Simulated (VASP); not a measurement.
Band structure of IrO2 (rutile). These are PBE GGA with D4 dispersion, VASP's PBE PAW potentials (set 64) (plane waves; VASP 6.6.1) values and carry that method's errors.

Unless said otherwise, spin-orbit coupling is left out, though it shifts the bands of the heavy elements here.

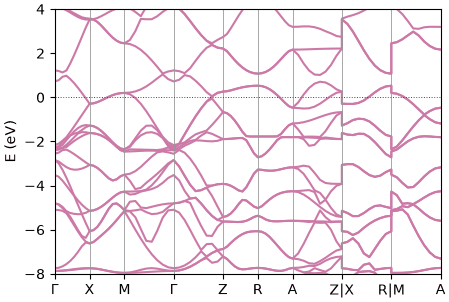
Figure. Bands along high-symmetry lines, zero at the valence-band maximum or, without a gap, the Fermi level

### Question
Read the plot: is there a gap, and where are the band edges?

### Answer
It has no gap at this level: it comes out as a metal or semimetal. (Edges off the drawn lines would not show.)

The compound is IrO2 in the rutile structure. It was relaxed first.
